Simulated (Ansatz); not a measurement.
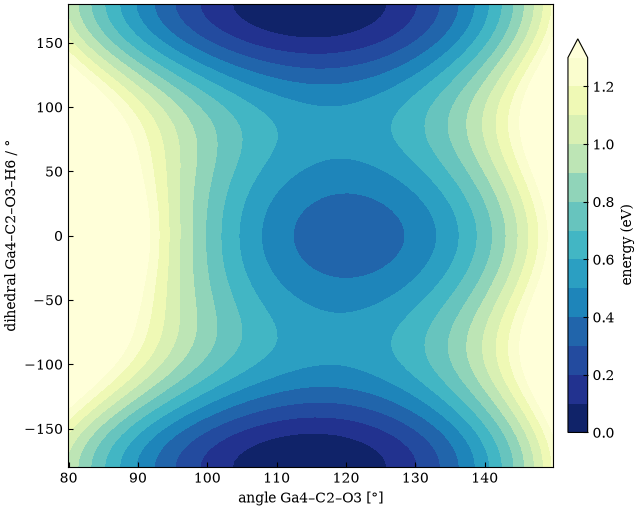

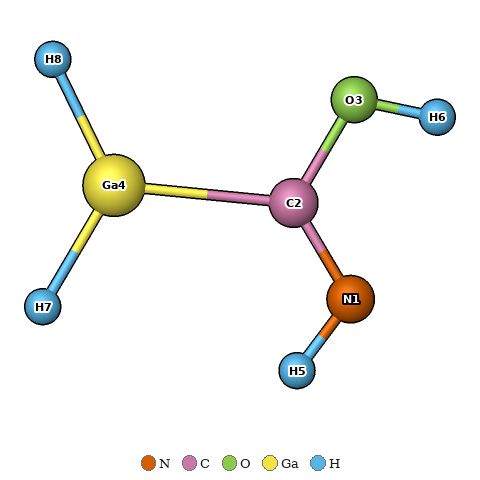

Energy landscape of CH₄GaNO, SMILES N=[C](O)[GaH2]. First axis: angle Ga4–C2–O3. Second axis: dihedral Ga4–C2–O3–H6. Nothing is relaxed (all other coordinates rigid). The scan uses a 15 × 15 grid. All energies are given in eV relative to the lowest grid point. Theory: RHF/def2-TZVP in Ansatz 0.2.0.

Drawn: filled contours, one colour for all values above the top of the scale. Between grid points the surface is interpolated. The second picture is the structure at the lowest point.

Q: Where are the wells?

A: The lowest grid point is at angle Ga4–C2–O3 = 114.9°, dihedral Ga4–C2–O3–H6 = −180°. There is a further well near angle Ga4–C2–O3 = 119.9°, dihedral Ga4–C2–O3–H6 = −12° (0.34 eV above the lowest at that grid point). The highest grid point, angle Ga4–C2–O3 = 79.9°, dihedral Ga4–C2–O3–H6 = 12°, lies 2.58 eV above the lowest. On the interpolated surface the easiest way out of the lowest well to the well at about angle Ga4–C2–O3 = 120°, dihedral Ga4–C2–O3–H6 = 0° passes a barrier of about 0.54 eV. Round the minimum the two coordinates are nearly uncoupled.

The input of one point:

```yaml
crystal:
  periodic: [false, false, false]
  atoms:
    - { symbol: "N", position_ang: [0.193174, 1.47538, -0.591125] }
    - { symbol: C, position_ang: [0.222421, 0.490931, 0.18144] }
    - { symbol: O, position_ang: [0.772962, 0.637427, 1.395051] }
    - { symbol: Ga, position_ang: [-0.492627, -1.356692, -0.210492] }
    - { symbol: H, position_ang: [-0.236939, 1.2594, -1.467358] }
    - { symbol: H, position_ang: [1.076903, 1.532337, 1.483363] }
    - { symbol: H, position_ang: [-1.13396, -1.529549, -1.637409] }
    - { symbol: H, position_ang: [-0.401497, -2.50954, 0.847181] }
basis:
  gaussian: { orbitals: def2-TZVP }
hamiltonian:
  xc: hf
output:
  forces: true
```

The whole map (225 points run) took 13 min on 1 thread of Intel(R) Xeon(R) 6975P-C (Granite Rapids), with other jobs on the host.
